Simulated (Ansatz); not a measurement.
**Si10H16 off sphere (AlH16PSi8): the relaxed shape and its frontier levels**

Aim: characterise Si10H16 off sphere (AlH16PSi8) as a singlet: its structure, frontier levels and distribution of charge.

Computed with Ansatz 0.2.0, Gaussian basis. Level: RKS PBE0-D4/def2-TZVP.

The runs, in order: relaxation at PBE-D4/def2-SVP; a single point at PBE0-D4/def2-TZVP.

**1. Starting geometry**

26 atoms, charge 0, spin multiplicity 1.

Atoms are counted from 1 here; the program's logs count them from 0.

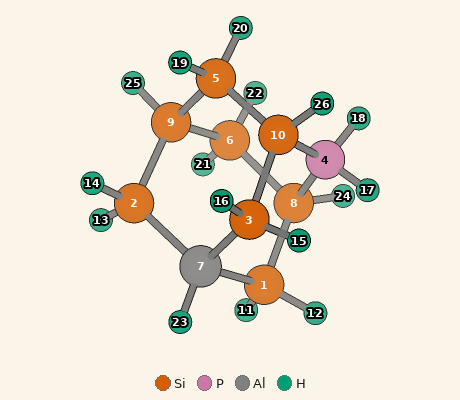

As it starts; silicon orange, phosphorus pink, aluminium grey, hydrogen teal; atoms are numbered from 1 in the order of the file.

Geometry (Å):

```
Si   -0.04529   -2.91162    0.01012
Si   -0.00404   -0.00741   -2.72109
Si   -2.91117   -0.05495    0.00735
P    -0.02106   -0.01781    2.21763
Si    0.02590    2.75039   -0.00966
Si    2.74860    0.03657   -0.00961
Al   -1.50004   -1.50754   -1.45005
Si    1.47357   -1.51625    1.20093
Si    1.36965    1.37473   -1.35269
Si   -1.52395    1.47044    1.20030
H     0.95981   -3.83999   -0.56924
H    -0.56928   -3.77066    1.10623
H     1.00166   -0.62281   -3.62544
H    -0.61729    0.99185   -3.63354
H    -3.76713   -0.58566    1.10320
H    -3.84513    0.94550   -0.57094
H    -0.78850   -0.78724    3.07890
H     0.61633    0.62407    3.26954
H    -0.78799    3.68221   -0.80101
H     0.77970    3.64038    0.88777
H     3.68179   -0.77574   -0.80226
H     3.63900    0.79223    0.88589
H    -2.47032   -2.48191   -2.26428
H     2.16956   -1.88616    2.45284
H     2.28329    2.29300   -2.06256
H    -1.89767    2.16439    2.45167
```

The start is a GFN2-xTB geometry.

**2. Relaxation at PBE-D4/def2-SVP**

Contents of in.yaml:

```yaml
crystal:
  periodic: [false, false, false]
  atoms:
    - {symbol: Si, position_ang: [-0.045290, -2.911620, 0.010120]}
    - {symbol: Si, position_ang: [-0.004040, -0.007410, -2.721090]}
    - {symbol: Si, position_ang: [-2.911170, -0.054950, 0.007350]}
    - {symbol: P, position_ang: [-0.021060, -0.017810, 2.217630]}
    - {symbol: Si, position_ang: [0.025900, 2.750390, -0.009660]}
    - {symbol: Si, position_ang: [2.748600, 0.036570, -0.009610]}
    - {symbol: Al, position_ang: [-1.500040, -1.507540, -1.450050]}
    - {symbol: Si, position_ang: [1.473570, -1.516250, 1.200930]}
    - {symbol: Si, position_ang: [1.369650, 1.374730, -1.352690]}
    - {symbol: Si, position_ang: [-1.523950, 1.470440, 1.200300]}
    - {symbol: H, position_ang: [0.959810, -3.839990, -0.569240]}
    - {symbol: H, position_ang: [-0.569280, -3.770660, 1.106230]}
    - {symbol: H, position_ang: [1.001660, -0.622810, -3.625440]}
    - {symbol: H, position_ang: [-0.617290, 0.991850, -3.633540]}
    - {symbol: H, position_ang: [-3.767130, -0.585660, 1.103200]}
    - {symbol: H, position_ang: [-3.845130, 0.945500, -0.570940]}
    - {symbol: H, position_ang: [-0.788500, -0.787240, 3.078900]}
    - {symbol: H, position_ang: [0.616330, 0.624070, 3.269540]}
    - {symbol: H, position_ang: [-0.787990, 3.682210, -0.801010]}
    - {symbol: H, position_ang: [0.779700, 3.640380, 0.887770]}
    - {symbol: H, position_ang: [3.681790, -0.775740, -0.802260]}
    - {symbol: H, position_ang: [3.639000, 0.792230, 0.885890]}
    - {symbol: H, position_ang: [-2.470320, -2.481910, -2.264280]}
    - {symbol: H, position_ang: [2.169560, -1.886160, 2.452840]}
    - {symbol: H, position_ang: [2.283290, 2.293000, -2.062560]}
    - {symbol: H, position_ang: [-1.897670, 2.164390, 2.451670]}
basis:
  gaussian: {orbitals: def2-SVP}
hamiltonian: {xc: pbe, dispersion: d4}
scf: {lower_state_search: "off"}
output: {orbitals: {seedname: orbitals}}
relax: {f_tol: 0.03, max_steps: 70}
```

Launch:

```
ansatz run in.yaml --threads 2 --pin off --events-out ev --progress --plain --max-ram 32768MiB --backend cuda --devices 0, --max-vram 18GiB
```

The log of the run:

```text
Functional definition: PBE
  name "PBE"
  cite "Perdew, Burke & Ernzerhof, Phys. Rev. Lett. 77, 3865 (1996) doi:10.1103/PhysRevLett.77.3865"
  parent pbe
  parameter kappa = 0.804
  parameter beta = 0.06672455060314922
  exchange = pbe_x(kappa = kappa, mu = beta*pi^2/3)
  correlation = pbe_c(beta = beta)
these checks for a lower state are left out or cut short: stability, starts, cluster_reference, orbital_swaps, neighbouring_geometries, increment
2896 factors; their error is unknown
mean field evaluation 1: about -79098.5754 eV, gradient 2.9e1 eV
mean field evaluation 2: about -79097.7578 eV, gradient 3.4e1 eV
mean field evaluation 4: about -79102.5218 eV, gradient 2.1e0 eV
mean field evaluation 8: about -79102.5327 eV, gradient 5.7e-2 eV
mean field evaluation 16: about -79102.2692 eV, gradient 1.1e-4 eV
mean field -79102.26923387 eV, -2906.9547769008 hartree, gradient 4.1e-6 eV, S^2 0.000000; 0 other end points of the search recorded, 0 dependent functions left out
the calculation of the forces begins
reference -79102.26929634 eV, -2906.9547791966 hartree; 78, 78 occupied and 182, 182 virtual orbitals, 2896 factors
relax step   1: F+E_penalty+E_count = -79103.64823573 eV  Δ(F+E_penalty+E_count) = +0.000e0 eV  max|allowed force component| = 8.042e-1 eV/Å  Δτ_max = 0.0000 Å  (18 SCF iters, accepted)
these checks for a lower state are left out or cut short: stability, starts, cluster_reference, orbital_swaps, neighbouring_geometries, increment
2896 factors; their error is unknown
mean field -79102.64083369 eV, -2906.9684329424 hartree, gradient 1.5e-6 eV, S^2 0.000000; 0 other end points of the search recorded, 0 dependent functions left out
the calculation of the forces begins
reference -79102.64089688 eV, -2906.9684352645 hartree; 78, 78 occupied and 182, 182 virtual orbitals, 2896 factors
relax step   2: F+E_penalty+E_count = -79104.01544520 eV  Δ(F+E_penalty+E_count) = -3.672e-1 eV  max|allowed force component| = 5.726e-1 eV/Å  Δτ_max = 0.1922 Å  (18 SCF iters, accepted)
these checks for a lower state are left out or cut short: stability, starts, cluster_reference, orbital_swaps, neighbouring_geometries, increment
2896 factors; their error is unknown
mean field evaluation 32: about -79102.6838 eV, gradient 2.0e-1 eV
mean field -79102.68385546 eV, -2906.9700139634 hartree, gradient 2.0e-6 eV, S^2 0.000000; 0 other end points of the search recorded, 0 dependent functions left out
the calculation of the forces begins
reference -79102.68391838 eV, -2906.9700162757 hartree; 78, 78 occupied and 182, 182 virtual orbitals, 2896 factors
relax step   3: F+E_penalty+E_count = -79104.06446664 eV  Δ(F+E_penalty+E_count) = -4.902e-2 eV  max|allowed force component| = 8.408e-2 eV/Å  Δτ_max = 0.0758 Å  (19 SCF iters, accepted)
these checks for a lower state are left out or cut short: stability, starts, cluster_reference, orbital_swaps, neighbouring_geometries, increment
2896 factors; their error is unknown
mean field -79102.69551756 eV, -2906.9704425376 hartree, gradient 1.6e-6 eV, S^2 0.000000; 0 other end points of the search recorded, 0 dependent functions left out
the calculation of the forces begins
reference -79102.69558042 eV, -2906.9704448476 hartree; 78, 78 occupied and 182, 182 virtual orbitals, 2896 factors
relax step   4: F+E_penalty+E_count = -79104.07728532 eV  Δ(F+E_penalty+E_count) = -1.282e-2 eV  max|allowed force component| = 1.618e-1 eV/Å  Δτ_max = 0.1756 Å  (17 SCF iters, accepted)
these checks for a lower state are left out or cut short: stability, starts, cluster_reference, orbital_swaps, neighbouring_geometries, increment
2896 factors; their error is unknown
mean field -79102.69913604 eV, -2906.9705755144 hartree, gradient 1.9e-6 eV, S^2 0.000000; 0 other end points of the search recorded, 0 dependent functions left out
the calculation of the forces begins
reference -79102.69919890 eV, -2906.9705778243 hartree; 78, 78 occupied and 182, 182 virtual orbitals, 2896 factors
relax step   5: F+E_penalty+E_count = -79104.08121119 eV  Δ(F+E_penalty+E_count) = -3.926e-3 eV  max|allowed force component| = 1.159e-1 eV/Å  Δτ_max = 0.0467 Å  (20 SCF iters, accepted)
these checks for a lower state are left out or cut short: stability, starts, cluster_reference, orbital_swaps, neighbouring_geometries, increment
2896 factors; their error is unknown
mean field -79102.70046375 eV, -2906.9706243065 hartree, gradient 1.9e-6 eV, S^2 0.000000; 0 other end points of the search recorded, 0 dependent functions left out
the calculation of the forces begins
reference -79102.70052660 eV, -2906.9706266165 hartree; 78, 78 occupied and 182, 182 virtual orbitals, 2896 factors
relax step   6: F+E_penalty+E_count = -79104.08219829 eV  Δ(F+E_penalty+E_count) = -9.871e-4 eV  max|allowed force component| = 4.214e-2 eV/Å  Δτ_max = 0.0088 Å  (20 SCF iters, accepted)
these checks for a lower state are left out or cut short: stability, starts, cluster_reference, orbital_swaps, neighbouring_geometries, increment
2896 factors; their error is unknown
mean field evaluation 64: about -79102.7008 eV, gradient 1.9e-6 eV
mean field -79102.70078003 eV, -2906.9706359299 hartree, gradient 1.9e-6 eV, S^2 0.000000; 0 other end points of the search recorded, 0 dependent functions left out
the calculation of the forces begins
reference -79102.70084285 eV, -2906.9706382385 hartree; 78, 78 occupied and 182, 182 virtual orbitals, 2896 factors
relax step   7: F+E_penalty+E_count = -79104.08262458 eV  Δ(F+E_penalty+E_count) = -4.263e-4 eV  max|allowed force component| = 1.413e-2 eV/Å  Δτ_max = 0.0249 Å  (20 SCF iters, accepted)
Total energy: -79104.08268740 eV, -2907.0214200888 hartree
Atom 0 at    -0.053157    -2.837020     0.009393 Å, force    -0.002101     0.000798    -0.009631 eV/Å
Atom 1 at    -0.017347    -0.020250    -2.792614 Å, force    -0.000973    -0.001009    -0.000030 eV/Å
Atom 2 at    -2.837207    -0.063662     0.007552 Å, force     0.000799    -0.002239    -0.009644 eV/Å
Atom 3 at    -0.013548    -0.011648     2.412309 Å, force    -0.006181    -0.006977    -0.014134 eV/Å
Atom 4 at     0.067073     2.707299    -0.005156 Å, force    -0.001116    -0.002469     0.001483 eV/Å
Atom 5 at     2.706911     0.077702    -0.002849 Å, force    -0.002497    -0.001346     0.001617 eV/Å
Atom 6 at    -1.518135    -1.524535    -1.515000 Å, force     0.003124     0.003116     0.012631 eV/Å
Atom 7 at     1.383973    -1.429254     1.238696 Å, force     0.001942     0.000011     0.001718 eV/Å
Atom 8 at     1.346796     1.350927    -1.441101 Å, force     0.004814     0.004876     0.000918 eV/Å
Atom 9 at    -1.435480     1.379572     1.236475 Å, force    -0.000130     0.001871     0.002044 eV/Å
Atom 10 at     0.988123    -3.736242    -0.627809 Å, force    -0.000318    -0.001011     0.002860 eV/Å
Atom 11 at    -0.679347    -3.671484     1.110207 Å, force    -0.000885     0.002084     0.001198 eV/Å
Atom 12 at     0.989619    -0.720752    -3.682297 Å, force    -0.000460    -0.000480    -0.000860 eV/Å
Atom 13 at    -0.719677     0.982725    -3.685349 Å, force    -0.000573    -0.000417    -0.000831 eV/Å
Atom 14 at    -3.669493    -0.692696     1.108391 Å, force     0.002151    -0.000769     0.001314 eV/Å
Atom 15 at    -3.740438     0.973595    -0.630523 Å, force    -0.000974    -0.000282     0.002902 eV/Å
Atom 16 at    -0.798986    -0.799493     3.309804 Å, force    -0.000432    -0.000092     0.008475 eV/Å
Atom 17 at     0.750522     0.755850     3.345732 Å, force     0.001656     0.001994     0.009817 eV/Å
Atom 18 at    -0.797421     3.679776    -0.767528 Å, force     0.000300     0.002476    -0.001334 eV/Å
Atom 19 at     0.918408     3.494497     0.962912 Å, force     0.000662     0.000591    -0.000176 eV/Å
Atom 20 at     3.683261    -0.783601    -0.763877 Å, force     0.002516     0.000311    -0.001331 eV/Å
Atom 21 at     3.490106     0.932677     0.965258 Å, force     0.000614     0.000739    -0.000254 eV/Å
Atom 22 at    -2.462658    -2.473344    -2.410532 Å, force    -0.003520    -0.003576    -0.001979 eV/Å
Atom 23 at     2.157283    -2.005378     2.404274 Å, force     0.001909    -0.000243    -0.003160 eV/Å
Atom 24 at     2.276023     2.283114    -2.187463 Å, force     0.000047     0.000009    -0.000352 eV/Å
Atom 25 at    -2.015204     2.151635     2.401095 Å, force    -0.000376     0.002034    -0.003260 eV/Å
Dipole moment:     0.401598     0.404275     1.152595 e Å
Checks for a lower state left out: stability, starts, cluster_reference, orbital_swaps, neighbouring_geometries, increment
```

Wall time 25 s (1 × H100 (card shared with other runs) with 2 threads of AMD EPYC 7R13, shared host); peak host memory 0.91 GiB.

The steps of the relaxation:

| step | energy from step 1 (eV) | largest force component (eV/Å) |
| --- | --- | --- |
| 1 | 0.0000 | 0.8042 |
| 2 | -0.3672 | 0.5726 |
| 3 | -0.4162 | 0.0841 |
| 4 | -0.4290 | 0.1618 |
| 5 | -0.4330 | 0.1159 |
| 6 | -0.4340 | 0.0421 |
| 7 | -0.4344 | 0.0141 |

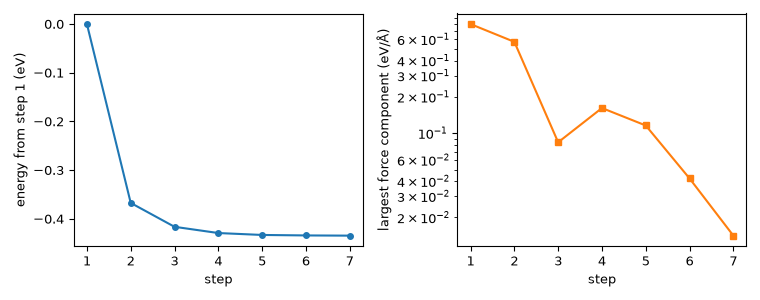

Energy and largest force along the relaxation.

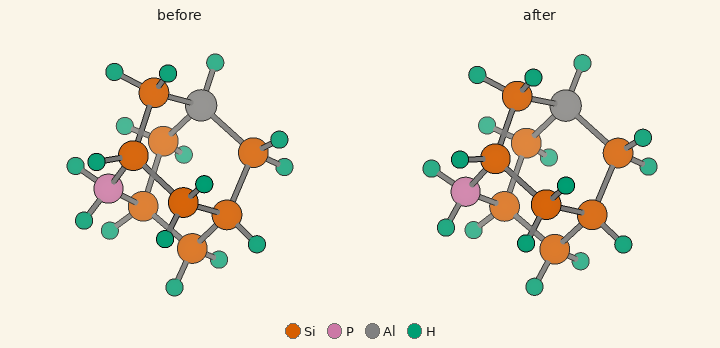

Before and after, at one scale.

Close pairs (by a distance rule), those that changed most:

| bond | before (Å) | after (Å) | change (Å) |
| --- | --- | --- | --- |
| P4–H17 | 1.387 | 1.429 | +0.043 |
| P4–H18 | 1.387 | 1.430 | +0.042 |
| Si5–H19 | 1.469 | 1.508 | +0.039 |
| Si5–H20 | 1.472 | 1.510 | +0.039 |
| Si6–H22 | 1.472 | 1.510 | +0.039 |
| Si6–H21 | 1.469 | 1.508 | +0.039 |
| P4–Si8 | 2.348 | 2.311 | -0.037 |
| P4–Si10 | 2.347 | 2.311 | -0.036 |

Bonds by kind at the end (by distance):

| bond | count | shortest (Å) | longest (Å) |
| --- | --- | --- | --- |
| Si–Si | 7 | 2.354 | 2.360 |
| Al–Si | 3 | 2.479 | 2.488 |
| P–Si | 2 | 2.311 | 2.311 |
| H–Si | 13 | 1.508 | 1.517 |
| H–P | 2 | 1.429 | 1.430 |
| Al–H | 1 | 1.611 | 1.611 |

**3. Single point, PBE0-D4/def2-TZVP**

start.molden holds the orbitals of an earlier run on this state, given as this run's starting guess.

Contents of in.yaml:

```yaml
crystal:
  periodic: [false, false, false]
  atoms:
    - {symbol: Si, position_ang: [-0.053157, -2.837020, 0.009393]}
    - {symbol: Si, position_ang: [-0.017347, -0.020250, -2.792614]}
    - {symbol: Si, position_ang: [-2.837207, -0.063662, 0.007552]}
    - {symbol: P, position_ang: [-0.013548, -0.011648, 2.412309]}
    - {symbol: Si, position_ang: [0.067073, 2.707299, -0.005156]}
    - {symbol: Si, position_ang: [2.706911, 0.077702, -0.002849]}
    - {symbol: Al, position_ang: [-1.518135, -1.524535, -1.515000]}
    - {symbol: Si, position_ang: [1.383973, -1.429254, 1.238696]}
    - {symbol: Si, position_ang: [1.346796, 1.350927, -1.441101]}
    - {symbol: Si, position_ang: [-1.435480, 1.379572, 1.236475]}
    - {symbol: H, position_ang: [0.988123, -3.736242, -0.627809]}
    - {symbol: H, position_ang: [-0.679347, -3.671484, 1.110207]}
    - {symbol: H, position_ang: [0.989619, -0.720752, -3.682297]}
    - {symbol: H, position_ang: [-0.719677, 0.982725, -3.685349]}
    - {symbol: H, position_ang: [-3.669493, -0.692696, 1.108391]}
    - {symbol: H, position_ang: [-3.740438, 0.973595, -0.630523]}
    - {symbol: H, position_ang: [-0.798986, -0.799493, 3.309804]}
    - {symbol: H, position_ang: [0.750522, 0.755850, 3.345732]}
    - {symbol: H, position_ang: [-0.797421, 3.679776, -0.767528]}
    - {symbol: H, position_ang: [0.918408, 3.494497, 0.962912]}
    - {symbol: H, position_ang: [3.683261, -0.783601, -0.763877]}
    - {symbol: H, position_ang: [3.490106, 0.932677, 0.965258]}
    - {symbol: H, position_ang: [-2.462658, -2.473344, -2.410532]}
    - {symbol: H, position_ang: [2.157283, -2.005378, 2.404274]}
    - {symbol: H, position_ang: [2.276023, 2.283114, -2.187463]}
    - {symbol: H, position_ang: [-2.015204, 2.151635, 2.401095]}
basis:
  gaussian: {orbitals: def2-TZVP, fitting: {mean_field: def2-universal-jkfit}, initial_orbitals: start.molden}
hamiltonian: {xc: pbe0, dispersion: d4}
scf: {omitted_lower_state_checks: [starts]}
output: {orbitals: {seedname: orbitals}}
```

Same command.

The log of the run, shortened:

```text
Functional definition: PBE0
  name "PBE0"
  cite "Adamo & Barone, J. Chem. Phys. 110, 6158 (1999) doi:10.1063/1.478522"
  cite "Perdew, Burke & Ernzerhof, Phys. Rev. Lett. 77, 3865 (1996) doi:10.1103/PhysRevLett.77.3865"
  parent pbe
[...]
1568 factors; integrals over basis functions are off by at most 6.2e-1 eV
[...]
mean field -79138.07326122 eV, -2908.2705506373 hartree, gradient 1.2e-5 eV, S^2 0.000000; 0 other end points of the search recorded, 0 dependent functions left out
reference -79138.07332185 eV, -2908.2705528652 hartree; 78, 78 occupied and 388, 388 virtual orbitals, 1568 factors
Total energy: -79139.31456096 eV, -2908.3161675614 hartree
Checks for a lower state left out: starts
```

Wall time 10 s (1 × H100 (card shared with other runs) with 2 threads of AMD EPYC 7R13, shared host); peak host memory 0.96 GiB.

Report: HOMO -6.74 eV, LUMO -1.61 eV.

Mulliken charges, from this run's orbitals:

Si1 -0.12; Si2 -0.12; Si3 -0.12; P4 -0.05; Si5 -0.01; Si6 -0.01; Al7 0.18; Si8 0.04; Si9 -0.01; Si10 0.04; H11 0.00; H12 -0.01; H13 -0.01; H14 -0.01; H15 -0.01; H16 0.00; H17 0.14; H18 0.13; H19 0.01; H20 0.01; H21 0.01; H22 0.01; H23 -0.11; H24 0.01; H25 0.00; H26 0.01

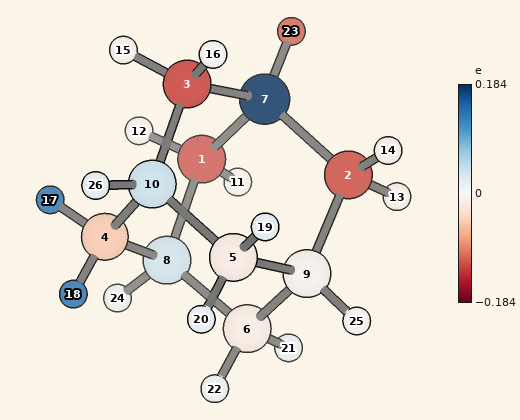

Mulliken charges, from this run's orbitals, as colours on the atoms.

Largest Mayer bond orders: Si2–Si9 0.95; Si1–Si8 0.95; Si3–Si10 0.95; Si5–Si9 0.94; Si6–Si9 0.94; Si5–H19 0.94; Si6–H21 0.94; Si5–Si10 0.93; Si6–Si8 0.93; Al7–H23 0.93.

Orbitals, density, ELF and potential are computed afterwards from the orbital file.

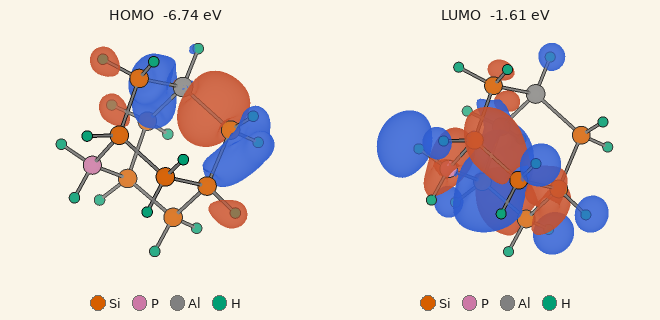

Frontier orbitals at PBE0-D4/def2-TZVP; each surface holds 70 % of the orbital's density, blue and red mark the sign.

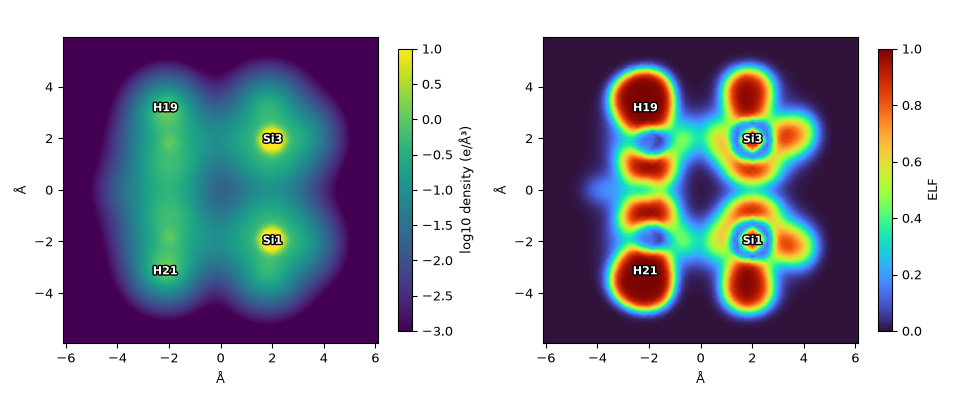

Density (left) and ELF (right) in a plane through or near 4 of the atoms.

**4. Outcome**

```
                       quantity                            value
                    point group                               Cs
 commonest bond, hydrogen aside  Si–Si, 7 of mean length 2.357 Å
HOMO, LUMO at PBE0-D4/def2-TZVP                  -6.74, -1.61 eV
      dipole at PBE-D4/def2-SVP                           6.18 D
```

The molecule keeps its bonding pattern by the stored test; the atoms moved 0.13 Å (rms). No usable vibrations, so a minimum isn't proven. The HOMO lies nearest to Si2 34 %; Al7 22 % and the LUMO to P4 14 %; H17 13 %. Whether this spin is the lowest isn't tested here. The point group is read from a loosely relaxed geometry; soft torsions can leave it below the true symmetry.
